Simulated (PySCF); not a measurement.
# CH5N (SMILES CN), step by step, part 1 of 2

We compute a series of 18 runs (PBE0-D4/def2-TZVP, CCSD(T)/def2-TZVPP, RI-MP2/def2-QZVPP, PBE-D4/def2-TZVPP, r2SCAN-D4/def2-TZVPP, B3LYP-D4/def2-TZVPP, PBE0-D4/def2-TZVPP, wB97M-V/def2-TZVPP, and more) of CH5N. Input form: a Python script.

The calculation is run with PySCF 2.14.0.

## 1. The structure to begin with

The species is CH5N (7 atoms), meant as a singlet with charge 0. SMILES: `CN`. All atoms were displaced at random from a relaxed shape. The run starts from this shape.

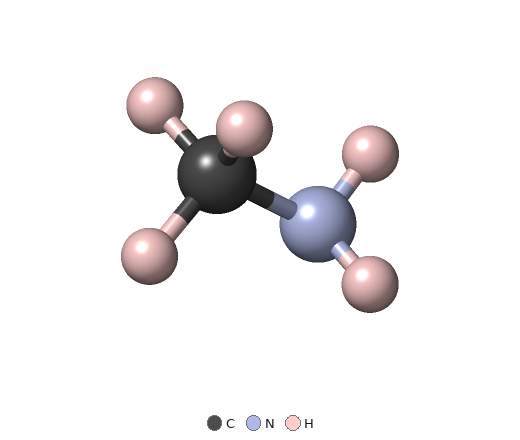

The structure, seen from a chosen angle (carbon dark grey, nitrogen light blue, hydrogen pink).

## 2. A structure relaxation at PBE0-D4/def2-TZVP (density fitting with def2-universal-jkfit) (run 1)

File start.xyz:

```xyz
7
CH5N
C     -0.461411    -0.092350    -0.262447
N      0.827950     0.420768     0.198951
H     -0.984013    -0.800869     0.374154
H     -0.341577    -0.696715    -1.265370
H     -1.197877     0.689749    -0.478815
H      1.431009    -0.332818     0.380842
H      0.690905     0.935587     1.013167
```

File calc.py:

```python
# CN
from pyscf import gto, dft
from pyscf.geomopt.geometric_solver import kernel as optimise

system = gto.Mole()
system.atom = 'start.xyz'
system.spin = 0
system.basis = 'def2-tzvp'
system.verbose = 3
system.max_memory = 1860
system.build()

mf = dft.RKS(system, xc='pbe0')
mf = mf.density_fit(auxbasis='def2-universal-jkfit')
mf.conv_tol = 1e-09
mf.grids.level = 4
mf.disp = 'd4'
mf.max_cycle = 100
converged, mol_eq = optimise(mf, maxsteps=100)
print('converged:', converged)
print(mol_eq.tostring())

mf.reset(mol_eq)
system = mol_eq
mf.kernel()
e_final = mf.e_tot
print('Final energy', e_final)
```

Started as:

```bash
OMP_NUM_THREADS=1 python calc.py
```

The program printed:

```text
maxiter                   100
----------------------------------------------------------
Custom engine selected.
Bonds will be generated from interatomic distances less than 1.20 times sum of covalent radii
21 internal coordinates being used (instead of 21 Cartesians)
Internal coordinate system (atoms numbered from 1):
Distance 1-2
Distance 1-3
Distance 1-4
Distance 1-5
Distance 2-6
Distance 2-7
Angle 2-1-3
Angle 2-1-4
Angle 2-1-5
Angle 3-1-4
Angle 3-1-5
Angle 4-1-5
Angle 1-2-6
Angle 1-2-7
Angle 6-2-7
Dihedral 3-1-2-6
Dihedral 3-1-2-7
Dihedral 4-1-2-6
Dihedral 4-1-2-7
Dihedral 5-1-2-6
Dihedral 5-1-2-7
Translation-X 1-7
Translation-Y 1-7
Translation-Z 1-7
Rotation-A 1-7
Rotation-B 1-7
Rotation-C 1-7
> ===== Optimization Info: ====
> Job type: Energy minimization
> Maximum number of optimization cycles: 100
> Initial / maximum trust radius (Angstrom): 0.100 / 0.300
> Convergence Criteria:
> Will converge when all 5 criteria are reached:
>  |Delta-E| < 1.00e-06
>  RMS-Grad  < 3.00e-04
>  Max-Grad  < 4.50e-04
>  RMS-Disp  < 1.20e-03
>  Max-Disp  < 1.80e-03
> === End Optimization Info ===

Geometry optimization cycle 1
Cartesian coordinates (Angstrom)
 Atom        New coordinates             dX        dY        dZ
   C  -0.461411  -0.092350  -0.262447    0.000000  0.000000  0.000000
   N   0.827950   0.420768   0.198951    0.000000 -0.000000  0.000000
   H  -0.984013  -0.800869   0.374154    0.000000  0.000000  0.000000
   H  -0.341577  -0.696715  -1.265370    0.000000  0.000000  0.000000
   H  -1.197877   0.689749  -0.478815    0.000000  0.000000  0.000000
   H   1.431009  -0.332818   0.380842    0.000000  0.000000  0.000000
   H   0.690905   0.935587   1.013167    0.000000 -0.000000  0.000000

WARN: Mole.unit (angstrom) is changed to Bohr

converged SCF energy = -95.7715555315555
--------------- DFRKS_Scanner gradients ---------------
         x                y                z
0 C    -0.0025813439     0.0225139178     0.0437992390
1 N     0.0282069177     0.0024459286     0.0410088503
2 H    -0.0007356998     0.0042995884    -0.0120298293
3 H    -0.0002061670    -0.0251854653    -0.0330271416
4 H    -0.0081288358    -0.0038760472    -0.0003190677
5 H    -0.0179373379     0.0188926677    -0.0071127044
6 H     0.0013831926    -0.0190902271    -0.0323200120
----------------------------------------------
cycle 1: E = -95.7715555316  dE = -95.7716  norm(grad) = 0.0950029
Step    0 : Gradient = 3.591e-02/4.983e-02 (rms/max) Energy = -95.7715555316
Hessian Eigenvalues: 2.30000e-02 5.00000e-02 5.00000e-02 ... 3.66648e-01 5.09658e-01 5.27647e-01

Geometry optimization cycle 2
Cartesian coordinates (Angstrom)
 Atom        New coordinates             dX        dY        dZ
   C  -0.472019  -0.117314  -0.282791   -0.010608 -0.024964 -0.020344
   N   0.794866   0.406904   0.175802   -0.033084 -0.013864 -0.023149
   H  -0.975053  -0.819176   0.399799    0.008960 -0.018307  0.025645
   H  -0.333571  -0.652009  -1.228091    0.008006  0.044706  0.037279
   H  -1.162933   0.701018  -0.493717    0.034944  0.011269 -0.014902
   H   1.439233  -0.346181   0.370225    0.008224 -0.013363 -0.010617
   H   0.674410   0.950082   1.019304   -0.016495  0.014495  0.006137
converged SCF energy = -95.7788769889908
--------------- DFRKS_Scanner gradients ---------------
         x                y                z
0 C     0.0039812690     0.0047105653     0.0039653264
1 N    -0.0003827052    -0.0018422312     0.0022316501
2 H     0.0001787591    -0.0014242223    -0.0013404840
3 H    -0.0012583382    -0.0011613736    -0.0005062477
4 H    -0.0000776341    -0.0009092586    -0.0009981934
5 H    -0.0011296077    -0.0005562607    -0.0020545538
6 H    -0.0013114323     0.0011835140    -0.0012978875
----------------------------------------------
cycle 2: E = -95.778876989  dE = -0.00732146  norm(grad) = 0.00904273
Step    1 : Displace = 3.770e-02/5.875e-02 (rms/max) Trust = 1.000e-01 (=) Grad = 3.418e-03/7.332e-03 (rms/max) E (change) = -95.7788769890 (-7.321e-03) Quality = 1.071
Hessian Eigenvalues: 2.29958e-02 5.00000e-02 5.00000e-02 ... 3.74106e-01 5.09512e-01 5.31392e-01

Geometry optimization cycle 3
Cartesian coordinates (Angstrom)
 Atom        New coordinates             dX        dY        dZ
   C  -0.476388  -0.123165  -0.288235   -0.004369 -0.005851 -0.005444
   N   0.793109   0.406424   0.171651   -0.001757 -0.000480 -0.004151
   H  -0.979940  -0.814446   0.405063   -0.004887  0.004730  0.005264
   H  -0.332097  -0.652334  -1.232224    0.001474 -0.000326 -0.004133
   H  -1.162036   0.702297  -0.491759    0.000897  0.001279  0.001959
   H   1.446130  -0.338395   0.375072    0.006896  0.007786  0.004846
   H   0.676130   0.942888   1.020994    0.001721 -0.007194  0.001690
converged SCF energy = -95.779013065303
--------------- DFRKS_Scanner gradients ---------------
         x                y                z
0 C     0.0013162548     0.0009841775    -0.0004871659
1 N    -0.0009155385    -0.0011988757     0.0007337851
2 H    -0.0001483180    -0.0006021487     0.0000794806
3 H    -0.0005141452     0.0001895162     0.0004198571
4 H    -0.0000249082    -0.0001282682    -0.0001893416
5 H     0.0002046596     0.0001899633    -0.0002994614
6 H     0.0000822457     0.0005665827    -0.0002574739
----------------------------------------------
cycle 3: E = -95.7790130653  dE = -0.000136076  norm(grad) = 0.0026897
Step    2 : Displace = 7.486e-03/1.146e-02 (rms/max) Trust = 1.414e-01 (+) Grad = 1.017e-03/1.714e-03 (rms/max) E (change) = -95.7790130653 (-1.361e-04) Quality = 1.138
Hessian Eigenvalues: 2.25096e-02 4.57989e-02 5.00000e-02 ... 3.63748e-01 5.09533e-01 5.31470e-01

Geometry optimization cycle 4
Cartesian coordinates (Angstrom)
 Atom        New coordinates             dX        dY        dZ
   C  -0.476968  -0.123698  -0.288893   -0.000579 -0.000533 -0.000658
   N   0.793738   0.408708   0.168829    0.000629  0.002284 -0.002823
   H  -0.979147  -0.811184   0.407894    0.000793  0.003262  0.002831
   H  -0.329392  -0.653583  -1.232802    0.002706 -0.001249 -0.000578
   H  -1.162165   0.702587  -0.491225   -0.000129  0.000290  0.000533
   H   1.444438  -0.337882   0.374486   -0.001692  0.000512 -0.000586
   H   0.674379   0.938235   1.022303   -0.001752 -0.004653  0.001310
converged SCF energy = -95.7790288215237
--------------- DFRKS_Scanner gradients ---------------
         x                y                z
0 C     0.0004207249     0.0001654698    -0.0000587822
1 N    -0.0005365787    -0.0006067191     0.0001903668
2 H    -0.0000736605    -0.0000607945     0.0001197226
3 H     0.0000751123     0.0000711454    -0.0001126394
4 H     0.0000076439     0.0000739026     0.0001328712
5 H     0.0000376271     0.0002174760    -0.0000198721
6 H     0.0000693320     0.0001404273    -0.0002519815
----------------------------------------------
cycle 4: E = -95.7790288215  dE = -1.57562e-05  norm(grad) = 0.00105226
Step    3 : Displace = 3.238e-03/5.108e-03 (rms/max) Trust = 2.000e-01 (+) Grad = 3.977e-04/8.320e-04 (rms/max) E (change) = -95.7790288215 (-1.576e-05) Quality = 1.245
Hessian Eigenvalues: 1.82454e-02 3.81444e-02 5.00000e-02 ... 3.64836e-01 5.10017e-01 5.35021e-01

Geometry optimization cycle 5
Cartesian coordinates (Angstrom)
 Atom        New coordinates             dX        dY        dZ
   C  -0.477105  -0.123149  -0.289192   -0.000138  0.000549 -0.000299
   N   0.794729   0.410871   0.167776    0.000991  0.002164 -0.001053
   H  -0.978181  -0.809358   0.408967    0.000966  0.001826  0.001073
   H  -0.329004  -0.654719  -1.231876    0.000387 -0.001136  0.000925
   H  -1.163030   0.702174  -0.492913   -0.000865 -0.000412 -0.001688
   H   1.443520  -0.337811   0.373244   -0.000918  0.000072 -0.001241
   H   0.673930   0.935068   1.024624   -0.000449 -0.003167  0.002321
converged SCF energy = -95.7790329451499
--------------- DFRKS_Scanner gradients ---------------
         x                y                z
0 C    -0.0000793921    -0.0001865124    -0.0000876175
1 N     0.0000590996    -0.0001065274     0.0000293262
2 H     0.0000047614     0.0000770916    -0.0000058422
3 H     0.0000651327     0.0000897346    -0.0000347973
4 H    -0.0000539709     0.0000291948     0.0001195566
5 H    -0.0000335502     0.0000867442     0.0001013922
6 H     0.0000380910     0.0000111383    -0.0001223215
----------------------------------------------
cycle 5: E = -95.7790329451  dE = -4.12363e-06  norm(grad) = 0.00037081
Step    4 : Displace = 2.288e-03/3.894e-03 (rms/max) Trust = 2.828e-01 (+) Grad = 1.402e-04/2.208e-04 (rms/max) E (change) = -95.7790329451 (-4.124e-06) Quality = 1.239
Hessian Eigenvalues: 1.21184e-02 4.47616e-02 5.00000e-02 ... 3.72431e-01 5.08880e-01 5.32510e-01

Geometry optimization cycle 6
Cartesian coordinates (Angstrom)
 Atom        New coordinates             dX        dY        dZ
   C  -0.477110  -0.122644  -0.289077   -0.000005  0.000505  0.000115
   N   0.794826   0.411968   0.167664    0.000097  0.001097 -0.000112
   H  -0.977944  -0.808450   0.409629    0.000237  0.000908  0.000662
   H  -0.328831  -0.655726  -1.230935    0.000173 -0.001007  0.000942
   H  -1.163039   0.702177  -0.494506   -0.000009  0.000002 -0.001593
   H   1.443427  -0.337532   0.371436   -0.000093  0.000279 -0.001808
   H   0.673508   0.933177   1.026455   -0.000422 -0.001891  0.001831
converged SCF energy = -95.7790341484975
--------------- DFRKS_Scanner gradients ---------------
         x                y                z
0 C    -0.0001404431    -0.0001070466     0.0000064696
1 N     0.0001758691     0.0000491208    -0.0000771598
2 H     0.0000376056     0.0000223236    -0.0000297018
3 H     0.0000189595     0.0000402044    -0.0000409664
4 H    -0.0000216779     0.0000025132     0.0000648075
5 H    -0.0000483625    -0.0000244007     0.0001012099
6 H    -0.0000217999     0.0000181251    -0.0000249547
----------------------------------------------
cycle 6: E = -95.7790341485  dE = -1.20335e-06  norm(grad) = 0.000310243
Step    5 : Displace = 1.592e-03/2.616e-03 (rms/max) Trust = 3.000e-01 (+) Grad = 1.173e-04/1.982e-04 (rms/max) E (change) = -95.7790341485 (-1.203e-06) Quality = 1.463
Hessian Eigenvalues: 5.48867e-03 4.60020e-02 4.99987e-02 ... 3.75397e-01 5.10902e-01 5.35472e-01

Geometry optimization cycle 7
Cartesian coordinates (Angstrom)
 Atom        New coordinates             dX        dY        dZ
   C  -0.477245  -0.122084  -0.288831   -0.000135  0.000560  0.000246
   N   0.794489   0.413063   0.167991   -0.000337  0.001095  0.000327
   H  -0.978500  -0.807081   0.410444   -0.000556  0.001369  0.000815
   H  -0.328370  -0.657257  -1.229400    0.000461 -0.001532  0.001534
   H  -1.162925   0.702211  -0.496959    0.000115  0.000034 -0.002453
   H   1.444142  -0.336596   0.368282    0.000715  0.000936 -0.003155
   H   0.673209   0.930522   1.029208   -0.000299 -0.002655  0.002753
converged SCF energy = -95.779035315162
--------------- DFRKS_Scanner gradients ---------------
         x                y                z
0 C    -0.0001405303     0.0000189617     0.0000638089
1 N     0.0001937683     0.0001160419    -0.0001606199
2 H     0.0000511517    -0.0000503050    -0.0000430587
3 H    -0.0000345847     0.0000018124    -0.0000136540
4 H     0.0000111292    -0.0000237680    -0.0000025124
5 H    -0.0000240878    -0.0000965895     0.0000871342
6 H    -0.0000567222     0.0000346663     0.0000686211
----------------------------------------------
cycle 7: E = -95.7790353152  dE = -1.16666e-06  norm(grad) = 0.000369733
Step    6 : Displace = 2.439e-03/3.753e-03 (rms/max) Trust = 3.000e-01 (=) Grad = 1.397e-04/2.771e-04 (rms/max) E (change) = -95.7790353152 (-1.167e-06) Quality = 1.456
Hessian Eigenvalues: 2.92503e-03 4.06506e-02 4.99974e-02 ... 3.72892e-01 5.13003e-01 5.51252e-01

Geometry optimization cycle 8
Cartesian coordinates (Angstrom)
 Atom        New coordinates             dX        dY        dZ
   C  -0.477464  -0.121694  -0.288557   -0.000219  0.000391  0.000273
   N   0.793736   0.413937   0.168693   -0.000754  0.000873  0.000702
   H  -0.979797  -0.805332   0.411369   -0.001297  0.001750  0.000925
   H  -0.327521  -0.659045  -1.227704    0.000848 -0.001787  0.001697
   H  -1.162679   0.702251  -0.499615    0.000246  0.000040 -0.002656
   H   1.445423  -0.335173   0.364337    0.001281  0.001423 -0.003945
   H   0.673055   0.927564   1.032305   -0.000154 -0.002958  0.003097
converged SCF energy = -95.7790362598962
--------------- DFRKS_Scanner gradients ---------------
         x                y                z
0 C    -0.0000714729     0.0000904847     0.0000743907
1 N     0.0001020994     0.0000994115    -0.0001560243
2 H     0.0000396499    -0.0000760436    -0.0000317272
3 H    -0.0000531303    -0.0000245480     0.0000000343
4 H     0.0000325195    -0.0000266067    -0.0000361019
5 H    -0.0000000677    -0.0000972449     0.0000488177
6 H    -0.0000495003     0.0000353520     0.0001003491
----------------------------------------------
cycle 8: E = -95.7790362599  dE = -9.44734e-07  norm(grad) = 0.000322406
Step    7 : Displace = 2.907e-03/4.408e-03 (rms/max) Trust = 3.000e-01 (=) Grad = 1.219e-04/2.113e-04 (rms/max) E (change) = -95.7790362599 (-9.447e-07) Quality = 1.361
Hessian Eigenvalues: 2.37807e-03 3.61212e-02 4.99972e-02 ... 3.67475e-01 5.11665e-01 5.44404e-01

Geometry optimization cycle 9
Cartesian coordinates (Angstrom)
 Atom        New coordinates             dX        dY        dZ
   C  -0.477635  -0.121657  -0.288424   -0.000170  0.000037  0.000134
   N   0.793149   0.414125   0.169264   -0.000586  0.000188  0.000571
   H  -0.980931  -0.804258   0.411854   -0.001134  0.001074  0.000484
   H  -0.326813  -0.659960  -1.226850    0.000708 -0.000915  0.000854
   H  -1.162554   0.702240  -0.500887    0.000125 -0.000011 -0.001272
   H   1.446403  -0.334237   0.362081    0.000980  0.000936 -0.002256
   H   0.673100   0.926051   1.033859    0.000045 -0.001513  0.001554
converged SCF energy = -95.7790366238038
--------------- DFRKS_Scanner gradients ---------------
         x                y                z
0 C    -0.0000111851     0.0000609645     0.0000357122
1 N     0.0000167461     0.0000320658    -0.0000724185
2 H     0.0000133422    -0.0000403640    -0.0000112492
3 H    -0.0000264974    -0.0000154701     0.0000057021
4 H     0.0000174609    -0.0000120332    -0.0000242654
5 H     0.0000093340    -0.0000396375     0.0000144736
6 H    -0.0000191132     0.0000152782     0.0000517970
----------------------------------------------
cycle 9: E = -95.7790366238  dE = -3.63908e-07  norm(grad) = 0.000144104
Step    8 : Displace = 1.636e-03/2.661e-03 (rms/max) Trust = 3.000e-01 (=) Grad = 5.447e-05/8.095e-05 (rms/max) E (change) = -95.7790366238 (-3.639e-07) Quality = 1.235
Hessian Eigenvalues: 2.60251e-03 3.23543e-02 4.99966e-02 ... 3.65571e-01 5.06604e-01 5.28074e-01

Geometry optimization cycle 10
Cartesian coordinates (Angstrom)
 Atom        New coordinates             dX        dY        dZ
   C  -0.477671  -0.121759  -0.288429   -0.000036 -0.000102 -0.000006
   N   0.793013   0.413987   0.169419   -0.000136 -0.000138  0.000154
   H  -0.981241  -0.804101   0.411889   -0.000310  0.000157  0.000036
   H  -0.326630  -0.660008  -1.226839    0.000184 -0.000049  0.000010
   H  -1.162537   0.702222  -0.500880    0.000017 -0.000018  0.000008
   H   1.446602  -0.334110   0.361844    0.000200  0.000127 -0.000237
   H   0.673172   0.925981   1.033922    0.000072 -0.000070  0.000064
converged SCF energy = -95.7790366707428
--------------- DFRKS_Scanner gradients ---------------
         x                y                z
0 C     0.0000057418     0.0000149250     0.0000058387
1 N    -0.0000068336     0.0000023060    -0.0000133164
2 H     0.0000013449    -0.0000076787    -0.0000014647
3 H    -0.0000057820    -0.0000039725     0.0000014594
4 H     0.0000041298    -0.0000025239    -0.0000047809
5 H     0.0000027765    -0.0000049165     0.0000016835
6 H    -0.0000012890     0.0000026679     0.0000103358
----------------------------------------------
cycle 10: E = -95.7790366707  dE = -4.6939e-08  norm(grad) = 2.88101e-05
Step    9 : Displace = 2.252e-04/3.577e-04 (rms/max) Trust = 3.000e-01 (=) Grad = 1.089e-05/1.702e-05 (rms/max) E (change) = -95.7790366707 (-4.694e-08) Quality = 1.123
Hessian Eigenvalues: 2.60251e-03 3.23543e-02 4.99966e-02 ... 3.65571e-01 5.06604e-01 5.28074e-01
Converged! =D

converged: True
C          -0.47767069       -0.12175894       -0.28842932
N           0.79301306        0.41398708        0.16941865
H          -0.98124123       -0.80410112        0.41188944
H          -0.32662961       -0.66000814       -1.22683940
H          -1.16253736        0.70222153       -0.50087989
H           1.44660250       -0.33410959        0.36184407
H           0.67317183        0.92598069        1.03392245
converged SCF energy = -95.7790366708942
Final energy -95.77903667089421
```

Wall time 81 s (1 thread of Arm Neoverse V1, shared host); peak memory 0.87 GiB.

Steps, from the record of the run:

```tsv
step	energy from the first frame kept (eV)	largest force (eV/Å)
0	0.0000	2.5625
1	-0.1992	0.3770
2	-0.2029	0.0881
3	-0.2034	0.0428
4	-0.2035	0.0114
5	-0.2035	0.0102
6	-0.2035	0.0143
7	-0.2036	0.0109
8	-0.2036	0.0042
9	-0.2036	0.0009
```

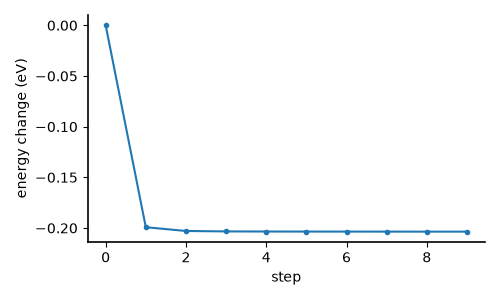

Energy along the run.

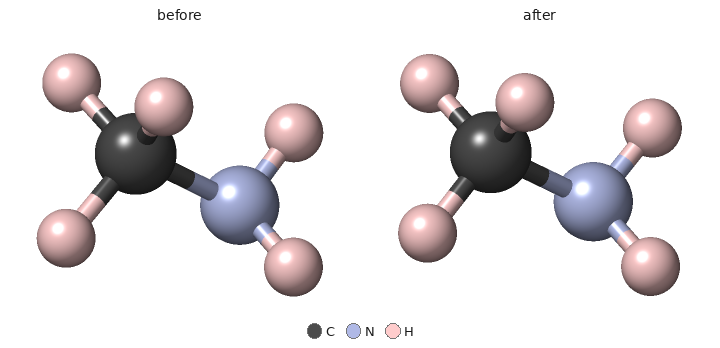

Before and after, at one scale.

After the run. Bond lengths: C1–N2 1.453 Å, C1–H3 1.100 Å, C1–H4 1.092 Å, C1–H5 1.092 Å, N2–H6 1.012 Å, N2–H7 1.012 Å. Angles: C1–N2–H6 110.6°, C1–N2–H7 110.6°, N2–C1–H3 115.4°, N2–C1–H4 109.4°, N2–C1–H5 109.4°, H6–N2–H7 106.7°, H3–C1–H4 107.7°, H3–C1–H5 107.7°, H4–C1–H5 106.9°.

(Continued in part 2 of 2.)
